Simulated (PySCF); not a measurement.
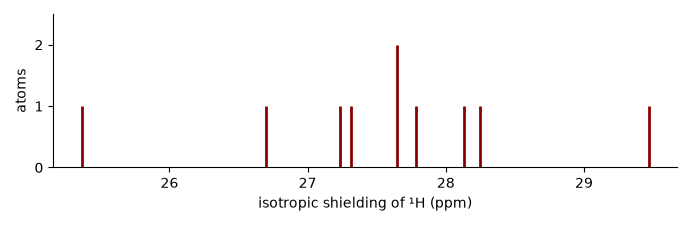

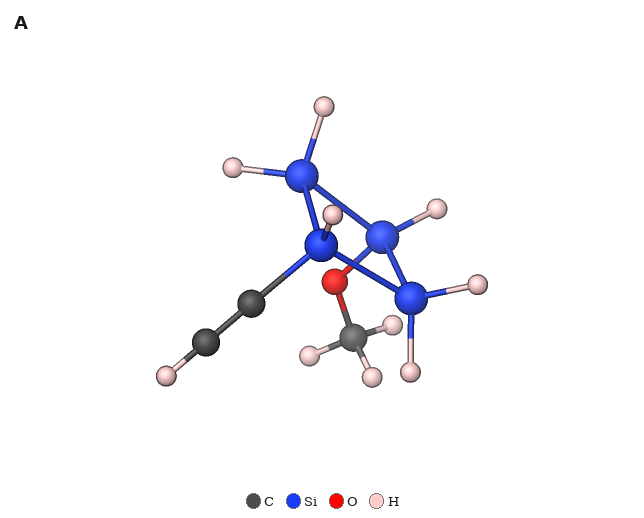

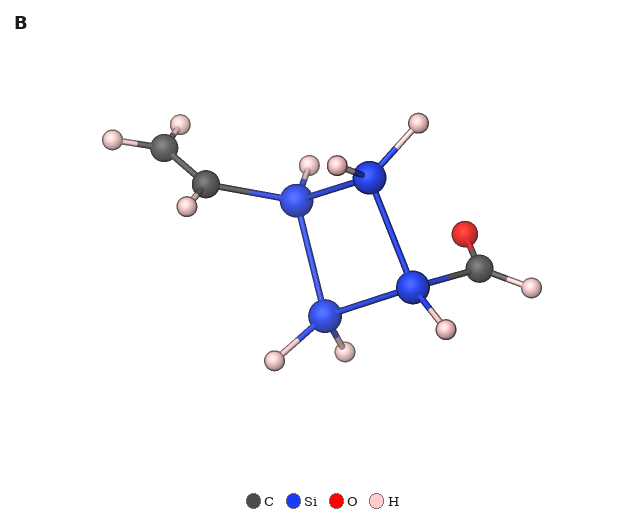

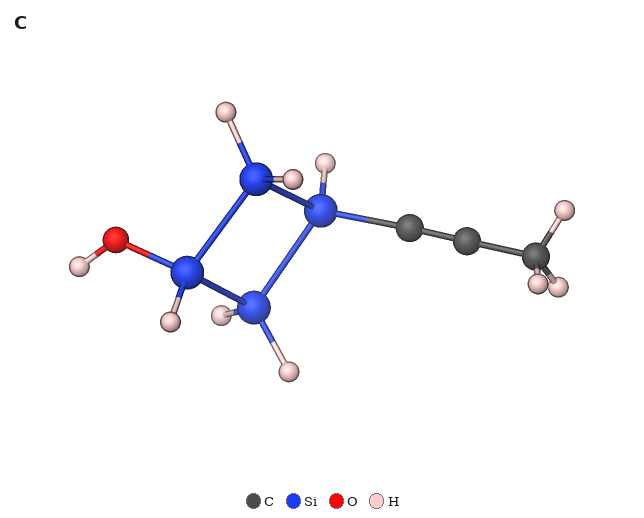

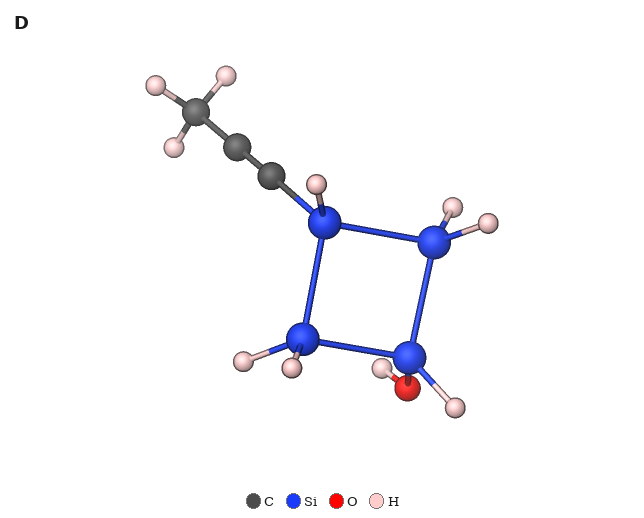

The sticks are computed shieldings of one of the molecules, for one fixed geometry (GFN2-xTB) without averaging over rotations. Low shielding means a high chemical shift. Method: GIAO PBE0/pcSseg-1 NMR shielding, non-relativistic, gas phase (PySCF 2.14.0).

Question: Which molecule gives this pattern?

Answer: A, `C#C[Si@H]1[SiH2][Si@@H](OC)[SiH2]1`. Its 10 H atoms give lines at 25.36, 26.70, 27.23, 27.31, 27.65 (2 atoms), 27.78, 28.13, 28.25, 29.47 ppm.

The geometry is semi-empirical. Around Si such bond lengths and angles can be off by a tenth of an ångström or more and by several degrees, and values that hang on the shape move with them.
